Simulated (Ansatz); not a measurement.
# Pt: a surface, (111), 5 layers

What do the surfaces of Pt (111), 5 layers cost, and how tightly do they hold an electron? The runs shown use PAW. Its runs: bulk cell relaxed (PAW); bulk in the slab's orientation (PAW); the reference run (PAW); atoms relaxed (PAW); vacuum of 9 Å (PAW); core holes in 4f of Pt (PAW); Au in place of Pt in the outer layer (PAW); Au in place of Pt in the middle layer (PAW).

Method: DFT, PBEsol, PAW with Ansatz's default frozen-core files, scalar-relativistic, in Ansatz 0.2.0.

**1. The structure to begin with**

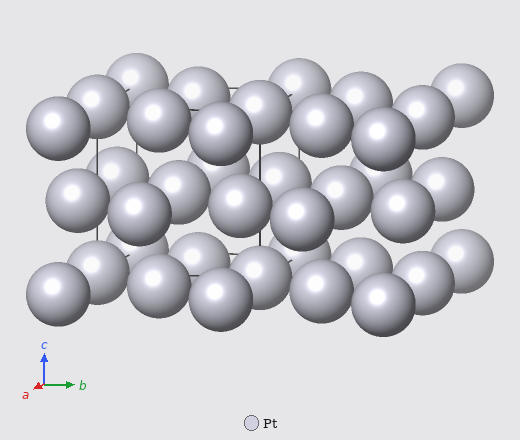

Start, viewed slightly off an axis; platinum light grey. 2×2×1 cells are drawn. Atoms on the faces are drawn again on the opposite ones. The cell drawn here is the conventional one.

As a file:

```
CELL_PARAMETERS angstrom
0.00000 1.96134 1.96134
1.96134 0.00000 1.96134
1.96134 1.96134 0.00000
ATOMIC_POSITIONS crystal
Pt 0.00000 0.00000 0.00000
```

**2. Bulk cell relaxed, PAW**

The input, input.yaml:

```yaml
crystal:
  lattice:
    - [0.0, 1.9613408845, 1.9613408845]
    - [1.9613408845, 0.0, 1.9613408845]
    - [1.9613408845, 1.9613408845, 0.0]
  atoms:
    - { symbol: Pt, position: [0.0, 0.0, 0.0] }
kpoints:
  mp_grid: { grid: [19, 19, 19] }
scf:
  occupations: { method: fermi_dirac, width: 0.08 }
hamiltonian:
  xc: pbesol
  pseudopotentials: { kind: paw }
output:
  forces: true
  stress: true
relax:
  f_tol: 0.005
  max_steps: 40
  cell: {}
```

The run is started by

```console
ansatz run input.yaml --threads 2 --pin off --max-ram 4096MiB --backend cpu --events-out ev --progress --plain --runs-dir out
```

Standard output:

```text
Engine: ansatz 0.2.0
Pseudopotentials: kind: paw
Pseudopotential: Pt, paw, valence charge 18, recommended cutoff 420 eV (normal)
Functional definition: PBEsol
  exchange = pbesol_x
  correlation = pbesol_c
Crystal: 1 atoms, lattice volume = 15.090 Å³
Basis set: ecut = 420 eV, 283 PW (Γ), exchange–correlation on 40×40×40 points (8 copies of the dense FFT grid, shifted against one another)
Bands: 13, of which v1, the nominal top of the filled ones, is band 9 counted from 1 (8 counted from 0)
Symmetry: 48 space group operations
Space group: Fm-3m (ITA 225), of the structure as read, at distance tolerance 2.5e-5 Å
k-points: 220 of 6859
Non-local potential: Pt, projectors of the file, l = 0: 3, l = 1: 2, l = 2: 2, l = 3: 1
PAW form: soft (Blöchl's): semilocal exchange-correlation on the pseudo side does not see the compensation charge
PAW frozen core: Pt, regenerated for the run's functional, and the local potential with it (the file was generated under x = pbe(κ = 0.804, μ = 0.2195149727645171), c = pbe(β = 0.06672455060314922))
PAW one-centre angular grid: Pt, 590 points (default); XC on 64 Gauss nodes
Initial density: superposition of atomic densities (neutral atoms: chi_scale 0, normalization atom), corrected by the library's trained network
Initial wavefunctions: pseudopotential atomic-orbital guess
Functional: x = pbesol(κ = 0.804, μ = 0.12345679012345678), c = pbesol(β = 0.046)
SCF iter   1: F=—  HF=-12383.841732 eV  |F-HF|=—  |Δ(HF+E_count)|=         —  Δρ=6.70e-3  dr2=5.24e-3  ethr=1.77e-3  ⟨swp⟩=5.0  Hψ=15923  notcnv=0
preconditioner: auto → none  [metal: Δε(μ)=0.011 eV  Ē_g=14.180 eV  σ=0.080 eV  W_gap=0.03  n_scr=8 (ndim 8)  ℏωp=30.2 eV  f_vac=0.000  D(μ)=1.81/eV (n_scr^D=26)  sad-step TF]
SCF iter   2: F=—  HF=-12383.840253 eV  |F-HF|=—  |Δ(HF+E_count)|=   1.48e-3  Δρ=3.12e-3  dr2=1.03e-3  ethr=2.91e-5  ⟨swp⟩=1.4  Hψ=4820  notcnv=0
SCF iter   3: F=—  HF=-12383.840022 eV  |F-HF|=—  |Δ(HF+E_count)|=   2.31e-4  Δρ=3.78e-4  dr2=8.90e-6  ethr=5.75e-6  ⟨swp⟩=2.0  Hψ=3898  notcnv=0
SCF iter   4: F=—  HF=-12383.840029 eV  |F-HF|=—  |Δ(HF+E_count)|=   6.34e-6  Δρ=7.24e-5  dr2=2.01e-7  ethr=4.94e-8  ⟨swp⟩=2.7  Hψ=4771  notcnv=0
iter 5 did not close the SCF: its close was put off for the readings that it lacked (scf_convergence_deferred on its scf_iter line)
SCF iter   5: F=-12383.840029 eV  HF=-12383.840029 eV  |F-HF|=5.02e-9  |Δ(HF+E_count)|=   1.23e-7  Δρ=8.07e-6  dr2=8.09e-9  ethr=1.12e-9  ⟨swp⟩=2.0  Hψ=4509  notcnv=0
SCF iter   6: F=-12383.840029 eV  HF=-12383.840029 eV  |F-HF|=1.64e-11  |Δ(HF+E_count)|=   1.76e-9  Δρ=5.42e-7  dr2=1.00e-11  ethr=4.49e-11  ⟨swp⟩=2.0  Hψ=8510  notcnv=0
SCF 1 converged in 6 iterations: F = -12383.840029 eV  dr2 = 1.00e-11
relax step   1: F+E_penalty+E_count = -12383.84002886 eV  Δ(F+E_penalty+E_count) = +0.000e0 eV  max|allowed force component| = 0.000e0 eV/Å  Δτ_max = 0.0000 Å  P = -0.791 GPa  Ω = 15.090 Å³  (6 SCF iters, dr2 threshold 1.00e-7 eV, accepted)
Crystal: 1 atoms, lattice volume = 14.973 Å³
Initial density: handed on by an earlier stage of this run
Initial wavefunctions: those handed on with the density
iter 1 solved again at ethr=1.42e-7 eV; its pass at ethr=3.10e-3 eV (dr2=2.56e-5 eV) is discarded
SCF iter   1: F=—  HF=-12383.839846 eV  |F-HF|=—  |Δ(HF+E_count)|=         —  Δρ=5.68e-4  dr2=2.91e-5  ethr=1.42e-7  ⟨swp⟩=2.0  Hψ=18833  notcnv=0
preconditioner: auto → none  [metal: Δε(μ)=0.011 eV  Ē_g=14.288 eV  σ=0.080 eV  W_gap=0.03  n_scr=8 (ndim 8)  ℏωp=30.3 eV  f_vac=0.000  D(μ)=1.80/eV (n_scr^D=26)]
SCF iter   2: F=—  HF=-12383.839840 eV  |F-HF|=—  |Δ(HF+E_count)|=   5.77e-6  Δρ=2.69e-4  dr2=3.49e-6  ethr=1.42e-7  ⟨swp⟩=2.0  Hψ=3902  notcnv=0
SCF iter   3: F=—  HF=-12383.839840 eV  |F-HF|=—  |Δ(HF+E_count)|=   1.29e-7  Δρ=1.01e-4  dr2=5.47e-7  ethr=1.94e-8  ⟨swp⟩=2.1  Hψ=4906  notcnv=0
SCF iter   4: F=-12383.839840 eV  HF=-12383.839840 eV  |F-HF|=7.20e-10  |Δ(HF+E_count)|=   6.31e-8  Δρ=5.90e-6  dr2=1.41e-9  ethr=5.56e-10  ⟨swp⟩=4.0  Hψ=8723  notcnv=0
SCF 2 converged in 4 iterations: F = -12383.839840 eV  dr2 = 1.41e-9
relax step   2: F+E_penalty+E_count = -12383.83983976 eV  Δ(F+E_penalty+E_count) = +1.891e-4 eV  max|allowed force component| = 0.000e0 eV/Å  Δτ_max = 0.0000 Å  P = +1.454 GPa  Ω = 14.973 Å³  energy of the carried Pulay correction = +4.657e-5 eV  (4 SCF iters, dr2 threshold 1.00e-7 eV, rejected (line search))
Crystal: 1 atoms, lattice volume = 15.048 Å³
iter 1 solved again at ethr=5.50e-8 eV; its pass at ethr=3.10e-3 eV (dr2=9.89e-6 eV) is discarded
SCF iter   1: F=—  HF=-12383.840150 eV  |F-HF|=—  |Δ(HF+E_count)|=         —  Δρ=3.66e-4  dr2=1.23e-5  ethr=5.50e-8  ⟨swp⟩=2.0  Hψ=18246  notcnv=0
preconditioner: auto → none  [metal: Δε(μ)=0.011 eV  Ē_g=14.233 eV  σ=0.080 eV  W_gap=0.03  n_scr=8 (ndim 8)  ℏωp=30.3 eV  f_vac=0.000  D(μ)=1.82/eV (n_scr^D=26)]
SCF iter   2: F=—  HF=-12383.840150 eV  |F-HF|=—  |Δ(HF+E_count)|=   2.29e-7  Δρ=1.73e-4  dr2=1.47e-6  ethr=5.50e-8  ⟨swp⟩=2.0  Hψ=3922  notcnv=0
SCF iter   3: F=—  HF=-12383.840149 eV  |F-HF|=—  |Δ(HF+E_count)|=   7.19e-7  Δρ=6.50e-5  dr2=2.30e-7  ethr=8.19e-9  ⟨swp⟩=2.1  Hψ=4902  notcnv=0
SCF iter   4: F=—  HF=-12383.840149 eV  |F-HF|=—  |Δ(HF+E_count)|=   2.14e-8  Δρ=3.71e-6  dr2=6.44e-10  ethr=1.28e-9  ⟨swp⟩=1.1  Hψ=2883  notcnv=0
SCF iter   5: F=—  HF=-12383.840149 eV  |F-HF|=—  |Δ(HF+E_count)|=  5.53e-10  Δρ=5.09e-7  dr2=1.46e-11  ethr=3.58e-12  ⟨swp⟩=2.1  Hψ=4636  notcnv=0
SCF iter   6: F=-12383.840149 eV  HF=-12383.840149 eV  |F-HF|=3.64e-12  |Δ(HF+E_count)|=  3.64e-12  Δρ=1.09e-7  dr2=4.52e-13  ethr=1.00e-12  ⟨swp⟩=5.0  Hψ=10757  notcnv=0
SCF 3 converged in 6 iterations: F = -12383.840149 eV  dr2 = 4.52e-13
relax step   3: F+E_penalty+E_count = -12383.84014928 eV  Δ(F+E_penalty+E_count) = -1.204e-4 eV  max|allowed force component| = 0.000e0 eV/Å  Δτ_max = 0.0000 Å  P = -0.009 GPa  Ω = 15.048 Å³  energy of the carried Pulay correction = +1.645e-5 eV  (6 SCF iters, accepted)
Initial wavefunctions: pseudopotential atomic-orbital guess (no wavefunctions were taken with the density)
iter 1 solved again at ethr=2.43e-8 eV; its pass at ethr=3.10e-3 eV (dr2=4.37e-6 eV) is discarded
SCF iter   1: F=—  HF=-12383.840133 eV  |F-HF|=—  |Δ(HF+E_count)|=         —  Δρ=6.76e-6  dr2=1.16e-9  ethr=2.43e-8  ⟨swp⟩=2.8  Hψ=22920  notcnv=0
preconditioner: auto → none  [metal: Δε(μ)=0.011 eV  Ē_g=14.232 eV  σ=0.080 eV  W_gap=0.03  n_scr=8 (ndim 8)  ℏωp=30.3 eV  f_vac=0.000  D(μ)=1.82/eV (n_scr^D=26)]
SCF iter   2: F=—  HF=-12383.840134 eV  |F-HF|=—  |Δ(HF+E_count)|=   4.29e-7  Δρ=3.08e-6  dr2=2.22e-10  ethr=6.47e-12  ⟨swp⟩=2.0  Hψ=4892  notcnv=0
SCF iter   3: F=—  HF=-12383.840134 eV  |F-HF|=—  |Δ(HF+E_count)|=  4.91e-11  Δρ=7.00e-7  dr2=3.86e-11  ethr=1.23e-12  ⟨swp⟩=2.6  Hψ=4716  notcnv=0
SCF iter   4: F=-12383.840134 eV  HF=-12383.840134 eV  |F-HF|=1.82e-12  |Δ(HF+E_count)|=  1.82e-12  Δρ=1.52e-7  dr2=7.56e-13  ethr=1.00e-12  ⟨swp⟩=5.0  Hψ=10934  notcnv=0
SCF 4 converged in 4 iterations: F = -12383.840134 eV  dr2 = 7.56e-13
relax step   4: F+E_penalty+E_count = -12383.84013364 eV  Δ(F+E_penalty+E_count) = +1.564e-5 eV  max|allowed force component| = 0.000e0 eV/Å  Δτ_max = 0.0000 Å  P = -0.008 GPa  Ω = 15.048 Å³  stress off target by 7.75e-3 GPa  SCF on the basis re-selected at this cell (its energy is not comparable with the rows above)  (4 SCF iters)
basis re-selected at this cell: Δ(F+E_penalty+E_count) = +1.564e-5 eV, ΔP = +0.001 GPa vs the last step (what re-selecting the basis moved, of the pressure what is left beyond the Pulay correction that the steps carried, after the strain that the cell walked since its last selection, with what the two solves' SCF thresholds leave and, on support functions, any second-order correction that the steps lacked; it is no measure of the basis error at this ecutwfc). This SCF's stress stands 7.75e-3 GPa from its target on what of the cell is left free (relax.cell.stress_tol is 5.00e-2 GPa) and its largest allowed force component is 0.00e0 eV/Å (relax.f_tol is 5.00e-3 eV/Å): within both
SCF converged after 4 iterations
Free energy (F): -12383.840134 eV
Harris-Foulkes:  -12383.840134 eV  (|F-HF|=1.82e-12)
Internal energy: -12383.803381 eV  (E = F + TS)
E sigma→0 (E₀):  -12383.821757 eV
Entropy (-TS):   -0.036753 eV (-36.753 meV/atom)
Fermi energy:    23.293797 eV
--- Per-component energies (eV) ---
  E_band       = -130.794016
  E_kinetic    = 638.047407
  E_local      = -1460.273945  (includes V_loc(G=0)·N_el)
  E_nonlocal   = 202.932846
  E_hartree    = 541.022023
  E_xc         = -260.474737
  E_vxc        = -302.590276  (∫ρ·V_xc dr)
  E_paw        = -9316.310021  (= ΣΔE_a)
  E_vpaw       = -290.954279  (= ΣTr[D̂ρ^β])
  E_aug_tail   = 0.000198  (compensation charges beyond the density's cutoff)
  E_ewald      = -2729.034133
  E_core_change = 0.286981  (= ΣΔE_core)
  E_smearing   = -0.036753  (= −TS)
  E_closure    = 0.000000  (closes the sum)
  Σ components = -12383.840134   (vs F -12383.840134, Δ=0.00e0)
--- Forces (eV/Å), atoms counted from 1 ---
  atom   1  Pt    -0.00000000     0.00000000     0.00000000
  max |Σ_I F_I| component: 7.40e-32 eV/Å
--- Stress (GPa, compression-positive) ---
       -0.007746      -0.000000      -0.000000
       -0.000000      -0.007746      -0.000000
       -0.000000      -0.000000      -0.007746
  P = ⅓ Tr σ = -0.0077 GPa (-0.077 kbar)
--- Relaxed structure (3 steps of the walk, 2 accepted, 1 SCFs on fresh bases) ---
  F+E_penalty+E_count = -12383.84013364 eV   max|allowed force component| = 0.000e0 eV/Å   (the final SCF, on the basis selected at the relaxed cell)
  cell:  # Å, volume = 15.0485 Å³
    - [-3.821529024671693e-34, 1.9595399697248266, 1.9595399697248266]
    - [1.9595399697248266, 0.0, 1.9595399697248266]
    - [1.9595399697248266, 1.9595399697248266, 5.350140634540371e-34]
  atoms:
    - { symbol: Pt, position: [0.0, 0.0, 0.0] }
```

Wall time 3.4 s (2 threads of Arm Neoverse V2, shared host); peak memory 0.31 GiB.

Step by step:

```
step  energy from step 1 (eV/cell)  largest force component (eV/Å)  pressure (GPa)  volume (Å³)
   1                        0.0000                          0.0000           -0.79        15.09
  2x                        0.0002                          0.0000            1.45        14.97
   3                       -0.0001                          0.0000           -0.01        15.05
   4                       -0.0001                          0.0000           -0.01        15.05
```

Step 1 is the start. Step 4 repeats the geometry before on a plane-wave basis chosen anew for that cell, so the energy can jump there without any move; the table keeps such jumps. 1 step was tried and not accepted (2; marked x where the table lists them).

| input's cell | before | after | change |
| --- | --- | --- | --- |
| a (Å) | 2.774 | 2.771 | -0.1 % |
| b (Å) | 2.774 | 2.771 | -0.1 % |
| c (Å) | 2.774 | 2.771 | -0.1 % |
| volume (Å³/atom) | 15.09 | 15.05 | -0.3 % |

**3. Bulk in the slab's orientation, PAW**

The input, input.yaml:

```yaml
crystal:
  lattice:
    - [0.0, 1.9595399697, -1.9595399697]
    - [-1.9595399697, 0.0, 1.9595399697]
    - [3.9190799394, 3.9190799394, 3.9190799394]
  atoms:
    - { symbol: Pt, position: [0.0, 0.0, 0.0] }
    - { symbol: Pt, position: [0.333333333, 0.666666667, 0.333333333] }
    - { symbol: Pt, position: [0.666666667, 0.333333333, 0.666666667] }
kpoints:
  mp_grid: { grid: [17, 17, 6] }
scf:
  occupations: { method: fermi_dirac, width: 0.08 }
hamiltonian:
  xc: pbesol
  pseudopotentials: { kind: paw }
output:
  forces: true
  stress: true
  eigenvalues: true
  write_density: true
  write_potential: true
  elf: true
  volumetric_format: npy
```

The run is started by

```console
ansatz run input.yaml --threads 2 --pin off --max-ram 4096MiB --backend cpu --events-out ev --progress --plain --runs-dir out
```

Standard output, cut to the lines that bear on the results:

```text
[...]
[... 3 set-up lines as earlier in the session ...]
[...]
Crystal: 3 atoms, lattice volume = 45.145 Å³
Basis set: ecut = 420 eV, 863 PW (Γ), exchange–correlation on 40×40×96 points (8 copies of the dense FFT grid, shifted against one another)
Bands: 33, of which v1, the nominal top of the filled ones, is band 27 counted from 1 (26 counted from 0)
Symmetry: 36 space group operations
Space group: Fm-3m (ITA 225), of the structure as read, at distance tolerance 3.6e-5 Å
k-points: 180 of 1734
[...]
SCF iter   1: F=—  HF=-37151.520736 eV  |F-HF|=—  |Δ(HF+E_count)|=         —  Δρ=6.66e-3  dr2=1.59e-2  ethr=1.77e-3  ⟨swp⟩=5.4  Hψ=21132  notcnv=0  defer=1
[...]
SCF iter   6: F=-37151.518493 eV  HF=-37151.518493 eV  |F-HF|=2.56e-9  |Δ(HF+E_count)|=   2.44e-8  Δρ=5.94e-6  dr2=1.06e-8  ethr=1.85e-10  ⟨swp⟩=7.9  Hψ=32330  notcnv=0
[...]
SCF converged after 6 iterations
Free energy (F): -37151.518493 eV
[...]
E sigma→0 (E₀):  -37151.464701 eV
Entropy (-TS):   -0.107583 eV (-35.861 meV/atom)
Fermi energy:    23.301565 eV
[...]
--- Forces (eV/Å), atoms counted from 1 ---
  atom   1  Pt     0.00000000     0.00000000     0.00000000
  atom   2  Pt    -0.00000000     0.00000000     0.00000000
  atom   3  Pt     0.00000000     0.00000000     0.00000000
[...]
--- Stress (GPa, compression-positive) ---
       -0.004798       0.080655       0.080655
        0.080655      -0.004798       0.080655
        0.080655       0.080655      -0.004798
  P = ⅓ Tr σ = -0.0048 GPa (-0.048 kbar)
--- Band table (eV; the first three rows and the last of 180) ---
[...]
```

Run time: 6.4 s. Hardware: 2 threads of Arm Neoverse V2, shared host; peak memory 0.45 GiB.

In short: pressure 0.00 GPa; no gap.

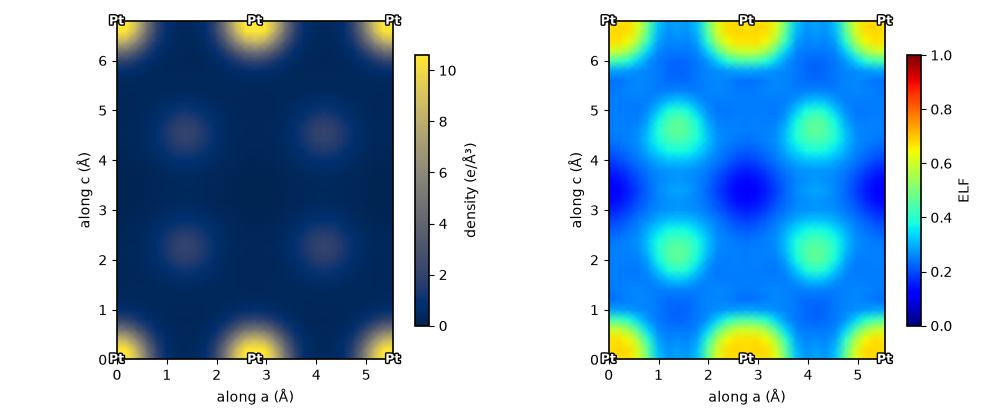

Density (left) and ELF (right) in a lattice plane of the grid's cell (edges 2.77 and 6.79 Å, at 0.000 of the third edge), which holds Pt. Only atoms in the plane are labelled; the density scale stops at 10.60 e/Å³. Both are smooth fields of the valence electrons: close to the nuclei they are not physical.

**4. The slab**

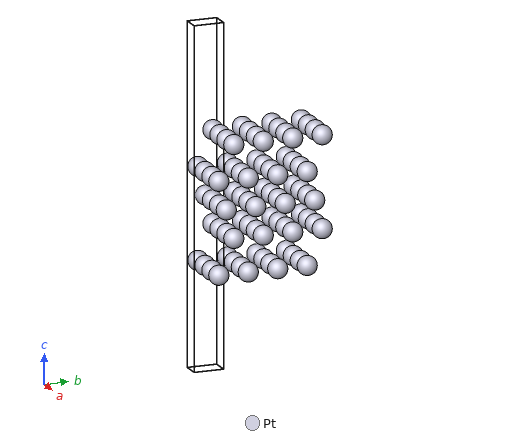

The slab (platinum light grey); 4×4×1 cells are drawn, with vacuum above and below.

**5. Slab as cut, PAW**

The input, input.yaml:

```yaml
crystal:
  lattice:
    - [2.7712080012, 0.0, 0.0]
    - [-1.3856040006, 2.3999365282, 0.0]
    - [0.0, 0.0, 25.0507]
  atoms:
    - { symbol: Pt, position: [0.833333333, 0.166666667, 0.3193518061] }
    - { symbol: Pt, position: [0.166666667, 0.833333333, 0.4096759028] }
    - { symbol: Pt, position: [0.5, 0.5, 0.5] }
    - { symbol: Pt, position: [0.833333333, 0.166666667, 0.5903240972] }
    - { symbol: Pt, position: [0.166666667, 0.833333333, 0.6806481939] }
kpoints:
  mp_grid: { grid: [17, 17, 1] }
scf:
  occupations: { method: fermi_dirac, width: 0.08 }
hamiltonian:
  xc: pbesol
  pseudopotentials: { kind: paw }
output:
  forces: true
  stress: true
  eigenvalues: true
  populations: true
efield:
  axis: 3
  amplitude: 0
  dipole_correction: true
```

The run is started by

```console
ansatz run input.yaml --threads 2 --pin off --max-ram 4096MiB --backend cpu --events-out ev --progress --plain --runs-dir out
```

Standard output, cut to the lines that bear on the results:

```text
[...]
[... 3 set-up lines as earlier in the session ...]
[...]
Crystal: 5 atoms, lattice volume = 166.605 Å³
Basis set: ecut = 420 eV, 3287 PW (Γ), exchange–correlation on 40×40×360 points (8 copies of the dense FFT grid, shifted against one another)
Bands: 54, of which v1, the nominal top of the filled ones, is band 45 counted from 1 (44 counted from 0)
Symmetry: 6 space group operations
k-points: 33 of 289 (time reversal used)
[...]
SCF iter   1: F=—  HF=-61917.695350 eV  |F-HF|=—  |Δ(HF+E_count)|=         —  Δρ=1.05e-2  dr2=1.58e0  ethr=1.77e-3  p=-0.000 e·Å  D=-1.39e-13 V/Å  ΔV_dip=0.00 eV  dr2_dipole=4.95e-10  V_vac-E_F(+/−)=5.29/5.29 eV  ⟨swp⟩=8.9  Hψ=8091  notcnv=0  defer=9
[...]
Work function:   Φ+ = 5.8018 eV   Φ− = 5.8017 eV
Levels:          The Fermi level and band energies are counted from a zero that moves with the ramp; work functions are not
[...]
--- Forces (eV/Å), atoms counted from 1 ---
  atom   1  Pt     0.00000000     0.00000000    -0.08903208
  atom   2  Pt     0.00000000     0.00000000     0.23221087
  atom   3  Pt    -0.00000000     0.00000000    -0.00000150
  atom   4  Pt    -0.00000000    -0.00000000    -0.23221142
  atom   5  Pt    -0.00000000    -0.00000000     0.08903715
[...]
--- Stress (GPa, compression-positive) ---
       -4.367746       0.000000       0.000000
        0.000000      -4.367746       0.000000
        0.000000       0.000000      -0.235424
  P = ⅓ Tr σ = -2.9903 GPa (-29.903 kbar)
--- Band table (eV; the first three rows and the last of 33) ---
[...]
--- Löwdin populations: 5 sites ---
  site symbol       q [e]
     0     Pt     17.9048
     1     Pt     17.8188
     2     Pt     17.8339
     3     Pt     17.8188
     4     Pt     17.9048
  spilling = 0.007989 (of n_electrons = 90.000000)
```

It took 19 s on 2 threads of Arm Neoverse V2, shared host; peak memory 0.51 GiB.

This run gives: no gap; largest force 0.232 eV/Å; work function 5.80 eV.

**6. Atoms relaxed, PAW**

Changes to input.yaml since step 5:

```diff
@@ -22,3 +22,5 @@
   eigenvalues: true
-  populations: true
+relax:
+  f_tol: 0.01
+  max_steps: 40
 efield:
```

The run is started by

```console
ansatz run input.yaml --threads 2 --pin off --max-ram 4096MiB --backend cpu --events-out ev --progress --plain --runs-dir out
```

Standard output, cut to the lines that bear on the results:

```text
Warning: output.stress: scf.convergence.dr2_threshold = 1e-7 eV (the SCF's general default) is looser than the 5e-10 eV advised for a printed stress (1e-10 eV for each atom of the cell: 5). What an SCF threshold leaves in a stress goes as its square root, and in the free energy as the [...]
[... 3 set-up lines as earlier in the session ...]
[...]
Crystal: 5 atoms, lattice volume = 166.605 Å³
Basis set: ecut = 420 eV, 3287 PW (Γ), exchange–correlation on 40×40×360 points (8 copies of the dense FFT grid, shifted against one another)
Bands: 54, of which v1, the nominal top of the filled ones, is band 45 counted from 1 (44 counted from 0)
[... 1 set-up line as earlier in the session ...]
k-points: 33 of 289 (time reversal used)
[...]
SCF iter   1: F=—  HF=-61917.695350 eV  |F-HF|=—  |Δ(HF+E_count)|=         —  Δρ=1.05e-2  dr2=1.58e0  ethr=1.77e-3  p=-0.000 e·Å  D=-1.44e-13 V/Å  ΔV_dip=0.00 eV  dr2_dipole=4.98e-10  V_vac-E_F(+/−)=5.29/5.29 eV  ⟨swp⟩=8.9  Hψ=8091  notcnv=0  defer=9
[...]
relax step   1: F+E_penalty+E_count = -61917.65926416 eV  Δ(F+E_penalty+E_count) = +0.000e0 eV  max|allowed force component| = 2.321e-1 eV/Å  Δτ_max = 0.0000 Å  (9 SCF iters, dr2 threshold 2.50e-6 eV, accepted)
[...]
relax step   2: F+E_penalty+E_count = -61917.65867034 eV  Δ(F+E_penalty+E_count) = +5.938e-4 eV  max|allowed force component| = 2.561e-1 eV/Å  Δτ_max = 0.0439 Å  (7 SCF iters, dr2 threshold 3.37e-6 eV, rejected (line search))
SCF iter   1: F=—  HF=-61917.664503 eV  |F-HF|=—  |Δ(HF+E_count)|=         —  Δρ=2.03e-3  dr2=9.20e-3  ethr=1.02e-4  p=0.000 e·Å  D=1.14e-7 V/Å  ΔV_dip=-0.00 eV  dr2_dipole=5.37e-10  V_vac-E_F(+/−)=5.80/5.80 eV  ⟨swp⟩=3.3  Hψ=3651  notcnv=0  defer=44
[...]
```

(Part 1 of 2 ends here.)
